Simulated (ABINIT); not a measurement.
**CdF2 (Fm-3m): making up for missing bands**

Can a closure trick stand in for empty bands in GW on CdF2 (Fm-3m)?

Method: PBE and many-body steps on it, plane waves, in ABINIT 10.8.3.

## Step 1: Starting point

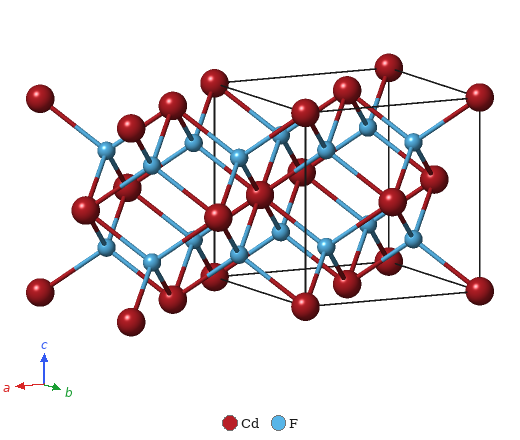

Start, viewed from a free direction; cadmium red, fluorine blue. 2×1×1 cells are drawn. This picture shows the conventional cell, with its axes. Some periodic images of atoms are drawn too.

As a file:

```cif
data_structure
_symmetry_space_group_name_H-M 'Fm-3m'
_symmetry_Int_Tables_number 225
_cell_length_a 5.3880
_cell_length_b 5.3880
_cell_length_c 5.3880
_cell_angle_alpha 90.000
_cell_angle_beta 90.000
_cell_angle_gamma 90.000
_cell_volume 156.42
loop_
_atom_site_label
_atom_site_type_symbol
_atom_site_symmetry_multiplicity
_atom_site_Wyckoff_symbol
_atom_site_fract_x
_atom_site_fract_y
_atom_site_fract_z
_atom_site_occupancy
Cd1 Cd 4 a 0.00000 0.00000 0.00000 1
F1 F 8 c 0.25000 0.75000 0.75000 1
```

The cell and positions come from the Crystallography Open Database and are kept as given unless a step says otherwise.

## Step 2: Empty states on the mesh, 4×4×4 mesh, 141 bands

This step: ABINIT 10.8.3; DFT, PBE, plane waves, norm-conserving pseudopotentials.

The sums over transitions need many empty states on a uniform mesh; this step solves for them.

run.abi

```
acell 3*1.0 Angstrom
rprim 
  0.000000000000 2.694000000000 2.694000000000
  2.694000000000 0.000000000000 2.694000000000
  2.694000000000 2.694000000000 -0.000000000000
ntypat 2
znucl 48 9
natom 3
typat 1 2 2
xred 
  0.000000000000 0.000000000000 0.000000000000
  0.250000000000 0.250000000000 0.250000000000
  0.750000000000 0.750000000000 0.750000000000
pp_dirpath "pseudos"
pseudos "Cd.upf, F.upf"
ecut 47
ngkpt 4 4 4
nshiftk 1
shiftk 0 0 0
kptopt 1
chksymbreak 0
irdden 1
istwfk *1
nband 141
prtvol 0
optdriver 6
gwr_task "HDIAGO"
paral_kgb 0
occopt 1
indata_prefix "in"
outdata_prefix "out"
tmpdata_prefix "tmp"
```

The run is started by

```console
> OMP_NUM_THREADS=1 mpirun -n 8 abinit run.abi > log
```

Log:

```text
.Version 10.8.3 of ABINIT. v10.8.2 released Aug 2026.

 Symmetries : space group Fm -3 m (#225); Bravais cF (face-center cubic)
[... echo of the input left out ...]
== DATASET  1 ==================================================================
-   mpi_nproc: 8, omp_nthreads: 1 (-1 if OMP is not activated)

--- !DatasetInfo
iteration_state: {dtset: 1, }
dimensions: {natom: 3, nkpt: 8, mband: 141, nsppol: 1, nspinor: 1, nspden: 1, mpw: 4092, }
cutoff_energies: {ecut:  47.0, pawecutdg:  -1.0, }
[...]
Indirect band gap semiconductor
 Fundamental gap:     3.124 (eV)
   VBM:     3.135 (eV) at k: [-2.5000E-01,  5.0000E-01,  2.5000E-01]
   CBM:     6.259 (eV) at k: [ 0.0000E+00,  0.0000E+00,  0.0000E+00]
 Direct gap:         3.619 (eV) at k: [ 0.0000E+00,  0.0000E+00,  0.0000E+00]

== END DATASET(S) ==============================================================
================================================================================

 -outvars: echo values of variables after computation  --------
           etotal      0.0000000000E+00
            nband         141
             nkpt           8
          spgroup         225
 [... the other variables as echoed above ...]

 Calculation completed.
```

Run time: 29 s. Hardware: 8 MPI ranks of AMD EPYC 9R45, shared host; peak memory 7.6 GiB.

This step gave:

```yaml
gap: 3.124 eV
k_of_the_valence_top: -0.25, 0.5, 0.25
k_of_the_conduction_bottom: 0, 0, 0
least_direct_gap: 3.619 eV
k_points_computed: 8
lowest_point_of_the_top_converged_band_above_the_valence_top: 112.1025 eV
```

On this mesh the gap is 3.124 eV.

The density comes from a self-consistent run that is not shown.

## Step 3: Screening, 4×4×4 mesh, 133 bands, screening to 190.5 eV

The RPA dielectric matrix is built and inverted for each q.

This step: RPA screening on PBE, plane waves, norm-conserving pseudopotentials.

run.abi, as its differences from that of step 2:

```diff
@@ -21,10 +21,11 @@
 chksymbreak 0
-irdden 1
 istwfk *1
-nband 141
-prtvol 0
-optdriver 6
-gwr_task "HDIAGO"
-paral_kgb 0
 occopt 1
+irdwfk 1
+optdriver 3
+nband 133
+ecuteps 7
+inclvkb 2
+awtr 1
+symchi 1
 indata_prefix "in"
```

Log:

```text
.Version 10.8.3 of ABINIT. v10.8.2 released Aug 2026.

 Symmetries : space group Fm -3 m (#225); Bravais cF (face-center cubic)
[... echo of the input left out ...]
== DATASET  1 ==================================================================
-   mpi_nproc: 8, omp_nthreads: 1 (-1 if OMP is not activated)

--- !DatasetInfo
iteration_state: {dtset: 1, }
dimensions: {natom: 3, nkpt: 8, mband: 133, nsppol: 1, nspinor: 1, nspden: 1, mpw: 4092, }
cutoff_energies: {ecut:  47.0, pawecutdg:  -1.0, }
electrons: {nelect:   3.40000000E+01, charge:   0.00000000E+00, occopt:   1.00000000E+00, tsmear:   1.00000000E-02, }

 SCREENING: Calculation of the susceptibility and dielectric matrices

 Based on a program developped by R.W. Godby, V. Olevano, G. Onida, and L. Reining.
 Incorporated in ABINIT by V. Olevano, G.-M. Rignanese, and M. Torrent.
.Using double precision arithmetic ; gwpc =  8

[... cell and pseudopotentials left out ...]
--------------------------------------------------------------------------------

 ==== K-mesh for the wavefunctions ====
 Number of points in the irreducible wedge :     8
[... list of points left out ...]
 Together with 48 symmetry operations and time-reversal symmetry
 yields    64 points in the full Brillouin Zone.

 ==== Q-mesh for the screening function ====
 Number of points in the irreducible wedge :     8
[... list of points left out ...]
 Together with 48 symmetry operations and time-reversal symmetry
 yields    64 points in the full Brillouin Zone.

 setmesh: FFT mesh size selected  =    32x   32x   32
          total number of points  =        32768

 vcoul_init : cutoff-mode = AUXILIARY_FUNCTION
 q-points for optical limit:   1
     1)      0.000010    0.000020    0.000030

- screening: taking advantage of time-reversal symmetry
- Maximum band index for partially occupied states nbvw = 17
- Remaining bands to be divided among processors   nbcw = 116
- Number of bands treated by each node ~14

 Number of electrons calculated from density =   34.0000; Expected =   34.0000
 average of density, n =  0.128843
 r_s =    1.2282
 omega_plasma =   34.6246 [eV]

 calculating chi0 at frequencies [eV] :
  1    0.000000E+00    0.000000E+00
  2    0.000000E+00    3.462465E+01

--------------------------------------------------------------------------------
  q-point number  1        q = ( 0.000000, 0.000000, 0.000000) [r.l.u.]
--------------------------------------------------------------------------------
[... chi0 elements left out ...]
 For q-point:  0.000010 0.000020 0.000030
  dielectric constant =   2.7482
  dielectric constant without local fields =   2.9178

  Average fulfillment of the sum rule on Im[epsilon] for q-point    1 :     67.12  [%]
[... wings left out ...]
  q-point number  2        q = ( 0.250000, 0.000000, 0.000000) [r.l.u.]
--------------------------------------------------------------------------------
[... chi0 elements left out ...]
  Average fulfillment of the sum rule on Im[epsilon] for q-point    2 :     79.24  [%]

 [... 6 further q-points ...]
```

It took 15 s on 8 MPI ranks; peak memory 2 GiB.

Numbers from this step:

```
ε∞ with local fields, on this mesh, along the program's q direction : 2.748
the same without local fields                                       : 2.918
plasma frequency                                                    : 34.62 eV
plane waves in the screening matrix                                 : 259
```

Local fields lower ε∞ by 6 %. On a Γ-centred mesh this coarse the value itself is usually too large, while a short band sum pulls it down.

## Step 4: 133 bands

The self-energy is evaluated for the states that the input lists, and the levels follow from it, in one-shot runs by the linearised quasiparticle equation.

This step: G0W0 on PBE, plane waves, norm-conserving pseudopotentials.

run.abi, as its differences from that of step 3:

```diff
@@ -24,8 +24,17 @@
 irdwfk 1
-optdriver 3
+optdriver 4
 nband 133
+gwcalctyp 0
+ecutsigx 47
+symsigma 1
+nkptgw 2
+kptgw 
+  -0.2500000000 0.5000000000 0.2500000000
+  0.0000000000 0.0000000000 0.0000000000
+bdgw 
+  16 19
+  15 21
 ecuteps 7
-inclvkb 2
-awtr 1
-symchi 1
+irdscr 1
+ppmodel 1
 indata_prefix "in"
```

Log:

```text
.Version 10.8.3 of ABINIT. v10.8.2 released Aug 2026.

 Symmetries : space group Fm -3 m (#225); Bravais cF (face-center cubic)
[... echo of the input left out ...]
== DATASET  1 ==================================================================
-   mpi_nproc: 8, omp_nthreads: 1 (-1 if OMP is not activated)

--- !DatasetInfo
iteration_state: {dtset: 1, }
dimensions: {natom: 3, nkpt: 8, mband: 133, nsppol: 1, nspinor: 1, nspden: 1, mpw: 4092, }
cutoff_energies: {ecut:  47.0, pawecutdg:  -1.0, }
electrons: {nelect:   3.40000000E+01, charge:   0.00000000E+00, occopt:   1.00000000E+00, tsmear:   1.00000000E-02, }

 SIGMA: Calculation of the GW corrections

 Based on a program developped by R.W. Godby, V. Olevano, G. Onida, and L. Reining.
 Incorporated in ABINIT by V. Olevano, G.-M. Rignanese, and M. Torrent.
.Using double precision arithmetic ; gwpc =  8

[... cell and pseudopotentials left out ...]
--------------------------------------------------------------------------------

 ==== K-mesh for the wavefunctions ====
 Number of points in the irreducible wedge :     8
[... list of points left out ...]
 Together with 48 symmetry operations and time-reversal symmetry
 yields    64 points in the full Brillouin Zone.

 ==== Q-mesh for screening function ====
 Number of points in the irreducible wedge :     8
[... list of points left out ...]
 Together with 48 symmetry operations and time-reversal symmetry
 yields    64 points in the full Brillouin Zone.

 vcoul_init : cutoff-mode = AUXILIARY_FUNCTION
 q-points for optical limit:   1
     1)      0.000010    0.000020    0.000030
 setmesh: FFT mesh size selected  =    45x   45x   45
          total number of points  =        91125

 Number of electrons calculated from density =   34.0000; Expected =   34.0000
 average of density, n =  0.128843
 r_s =    1.2282
 omega_plasma =   34.6246 [eV]

 === KS Band Gaps ===
  >>>> For spin  1
   Minimum direct gap =   3.6194 [eV], located at k-point      :   0.0000  0.0000  0.0000
   Fundamental gap    =   3.1240 [eV], Top of valence bands at :  -0.2500  0.5000  0.2500
                                       Bottom of conduction at :   0.0000  0.0000  0.0000
 SIGMA fundamental parameters:
 PLASMON POLE MODEL  1
 number of plane-waves for SigmaX                 4015
 number of plane-waves for SigmaC and W            259
 number of plane-waves for wavefunctions          4015
 number of bands                                   133
 number of independent spin polarizations            1
 number of spinorial components                      1
 number of k-points in IBZ                           8
 number of q-points in IBZ                           8
 number of symmetry operations                      48
 number of k-points in BZ                           64
 number of q-points in BZ                           64
 number of frequencies for dSigma/dE                 9
 frequency step for dSigma/dE [eV]                0.25
 number of omega for Sigma on real axis              0
 max omega for Sigma on real axis  [eV]           0.00
 zcut for avoiding poles [eV]                     0.10

 EPSILON^-1 parameters (SCR file):
 dimension of the eps^-1 matrix on file            259
 dimension of the eps^-1 matrix used               259
 number of plane-waves for wavefunctions          4015
 number of bands                                   133
 number of q-points in IBZ                           8
 number of frequencies                               2
 number of real frequencies                          1
 number of imag frequencies                          1

 matrix elements of self-energy operator (all in [eV])

 Perturbative Calculation

--- !SelfEnergy_ee
iteration_state: {dtset: 1, }
kpoint     : [  -0.250,    0.500,    0.250, ]
spin       : 1
KS_gap     :    8.101
QP_gap     :   11.348
Delta_QP_KS:    3.247
data: !SigmaeeData |
     Band     E0 <VxcDFT>   SigX SigC(E0)      Z dSigC/dE  Sig(E)    E-E0       E
       16   2.536 -23.138 -30.563   5.695   0.793  -0.261 -24.510  -1.371   1.164
       17   3.135 -24.392 -31.575   5.510   0.803  -0.246 -25.735  -1.343   1.792
       18  11.236 -16.752 -10.745  -3.779   0.855  -0.170 -14.848   1.904  13.140
       19  14.664 -10.958  -6.360  -3.507   0.871  -0.148 -10.008   0.950  15.614

--- !SelfEnergy_ee
iteration_state: {dtset: 1, }
kpoint     : [   0.000,    0.000,    0.000, ]
spin       : 1
KS_gap     :    3.619
QP_gap     :    6.101
Delta_QP_KS:    2.482
data: !SigmaeeData |
     Band     E0 <VxcDFT>   SigX SigC(E0)      Z dSigC/dE  Sig(E)    E-E0       E
       15   2.640 -24.993 -32.322   5.357   0.816  -0.226 -26.602  -1.609   1.031
       16   2.640 -24.993 -32.322   5.357   0.816  -0.226 -26.602  -1.609   1.031
       17   2.640 -24.993 -32.322   5.357   0.816  -0.226 -26.602  -1.609   1.031
       18   6.259 -12.403  -7.938  -3.466   0.874  -0.144 -11.530   0.873   7.132
       19  15.876 -10.202  -4.669  -4.286   0.876  -0.142  -9.110   1.092  16.968
       20  15.876 -10.202  -4.669  -4.286   0.876  -0.142  -9.110   1.092  16.968
       21  15.876 -10.202  -4.669  -4.286   0.876  -0.142  -9.110   1.092  16.968

== END DATASET(S) ==============================================================
================================================================================

 -outvars: echo values of variables after computation  --------
           etotal      0.0000000000E+00
            nband         133
             nkpt           8
          spgroup         225
 [... the other variables as echoed above ...]

 Calculation completed.
```

Elapsed: 7.6 s, on 8 MPI ranks; peak memory 1.8 GiB.

This step gave:

| Quantity | Value |
| --- | --- |
| G0W0 gap on the points computed | 5.34 eV |
| starting gap on the mesh | 3.124 eV |
| k of the valence top | -0.25, 0.5, 0.25 |
| k of the conduction bottom | 0, 0, 0 |
| Z at the valence top | 0.803 |
| Z at the conduction bottom | 0.874 |
| least direct G0W0 gap on the computed points | 6.101 eV |

The gap on the mesh goes from 3.12 eV to 5.34 eV, a correction of +2.22 eV.

## Step 5: Screening, 4×4×4 mesh, 27 bands, screening to 190.5 eV

This step: RPA screening on PBE, plane waves, norm-conserving pseudopotentials.

run.abi, as its differences from that of step 4:

```diff
@@ -24,17 +24,8 @@
 irdwfk 1
-optdriver 4
-nband 133
-gwcalctyp 0
-ecutsigx 47
-symsigma 1
-nkptgw 2
-kptgw 
-  -0.2500000000 0.5000000000 0.2500000000
-  0.0000000000 0.0000000000 0.0000000000
-bdgw 
-  16 19
-  15 21
+optdriver 3
+nband 27
 ecuteps 7
-irdscr 1
-ppmodel 1
+inclvkb 2
+awtr 1
+symchi 1
 indata_prefix "in"
```

Log:

```text
.Version 10.8.3 of ABINIT. v10.8.2 released Aug 2026.

 Symmetries : space group Fm -3 m (#225); Bravais cF (face-center cubic)
[... echo of the input left out ...]
== DATASET  1 ==================================================================
-   mpi_nproc: 8, omp_nthreads: 1 (-1 if OMP is not activated)

--- !DatasetInfo
iteration_state: {dtset: 1, }
dimensions: {natom: 3, nkpt: 8, mband: 27, nsppol: 1, nspinor: 1, nspden: 1, mpw: 4092, }
cutoff_energies: {ecut:  47.0, pawecutdg:  -1.0, }
electrons: {nelect:   3.40000000E+01, charge:   0.00000000E+00, occopt:   1.00000000E+00, tsmear:   1.00000000E-02, }

 SCREENING: Calculation of the susceptibility and dielectric matrices

 Based on a program developped by R.W. Godby, V. Olevano, G. Onida, and L. Reining.
 Incorporated in ABINIT by V. Olevano, G.-M. Rignanese, and M. Torrent.
.Using double precision arithmetic ; gwpc =  8

[... cell and pseudopotentials left out ...]
--------------------------------------------------------------------------------

 ==== K-mesh for the wavefunctions ====
 Number of points in the irreducible wedge :     8
[... list of points left out ...]
 Together with 48 symmetry operations and time-reversal symmetry
 yields    64 points in the full Brillouin Zone.

 ==== Q-mesh for the screening function ====
 Number of points in the irreducible wedge :     8
[... list of points left out ...]
 Together with 48 symmetry operations and time-reversal symmetry
 yields    64 points in the full Brillouin Zone.

 setmesh: FFT mesh size selected  =    32x   32x   32
          total number of points  =        32768

 vcoul_init : cutoff-mode = AUXILIARY_FUNCTION
 q-points for optical limit:   1
     1)      0.000010    0.000020    0.000030

- screening: taking advantage of time-reversal symmetry
- Maximum band index for partially occupied states nbvw = 17
- Remaining bands to be divided among processors   nbcw = 10
- Number of bands treated by each node ~1

 Number of electrons calculated from density =   34.0000; Expected =   34.0000
 average of density, n =  0.128843
 r_s =    1.2282
 omega_plasma =   34.6246 [eV]

 calculating chi0 at frequencies [eV] :
  1    0.000000E+00    0.000000E+00
  2    0.000000E+00    3.462465E+01

--------------------------------------------------------------------------------
  q-point number  1        q = ( 0.000000, 0.000000, 0.000000) [r.l.u.]
--------------------------------------------------------------------------------
[... chi0 elements left out ...]
 For q-point:  0.000010 0.000020 0.000030
  dielectric constant =   2.5320
  dielectric constant without local fields =   2.6078

  Average fulfillment of the sum rule on Im[epsilon] for q-point    1 :      9.08  [%]
[... wings left out ...]
  q-point number  2        q = ( 0.250000, 0.000000, 0.000000) [r.l.u.]
--------------------------------------------------------------------------------
[... chi0 elements left out ...]
  Average fulfillment of the sum rule on Im[epsilon] for q-point    2 :     20.58  [%]

 [... 6 further q-points ...]
```

The job ended after 3.9 s (8 MPI ranks; peak memory 1.5 GiB).

Numbers from this step:

```yaml
eps_infinity_with_local_fields_on_this_mesh_along_the_program_s_q_direction: 2.532
the_same_without_local_fields: 2.608
plasma_frequency: 34.62 eV
plane_waves_in_the_screening_matrix: 259
```

[end of part 1 of 2]

[Paths, hosts, dates, memory and timing lines, banners, echoed tables and standing remarks are left out of the program output.]

[Logs are printed without paths, hosts, clocks, repeated set-up lines and the standing remarks that a program may print on its own settings, such as how far it seeks lower states.]

[Runs of the session that timed out or met a known fault of the program may be left out.]

[Hosts, paths, dates, database ids (printed as entryN), source tags and the programs' standing remarks are cut or masked in the printed files.]

[G0W0 gaps are taken among the corrected bands and points alone; a level outside them can change the order at an edge.]

[Where Ansatz stands beside ABINIT at settings called matched, ABINIT's density can come from a denser mesh and the files from another edition; pairs whose starting gaps differed by over 0.03 eV were left out, so agreement reads better than it is.]
